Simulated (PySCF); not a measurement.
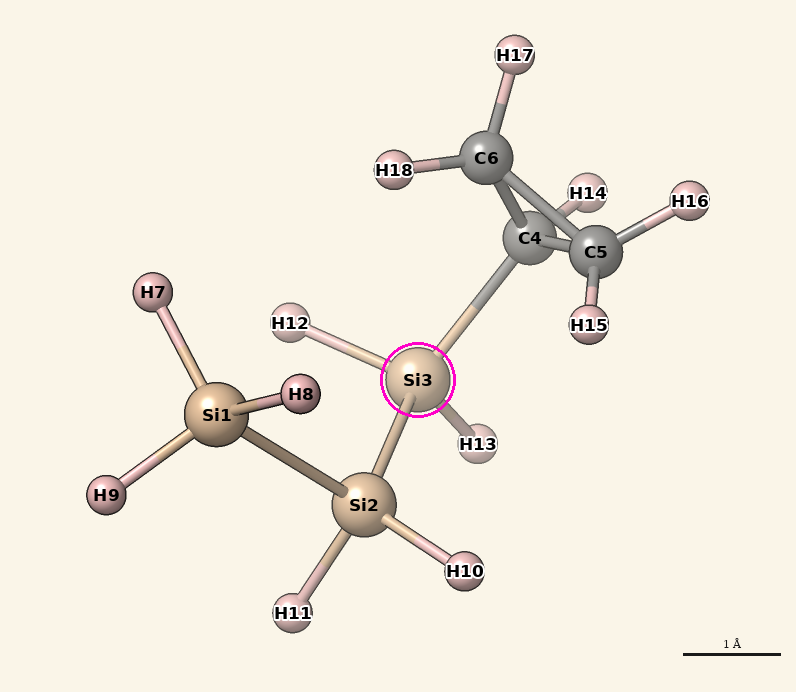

Orthographic view. Atoms fade into the background with distance from the viewer. Geometry: a frame of a GFN2-xTB molecular-dynamics simulation, not a minimum.

> Which atoms are bonded to the circled atom?

The circled atom is Si3; it is bonded to Si2, C4, H12, H13.

> What is the shortest path along bonds from the circled atom to H18?

Si3–C4–C6–H18, 3 bonds; through space the two are 2.94 Å apart.

> Which atom is nearest the viewer?

H8, 2.9 Å in front of the mean position.

> Of Si2 and Si3, which is nearer the viewer?

Si2; the bond to Si3 points away from the viewer, so it looks shorter than its 2.30 Å.
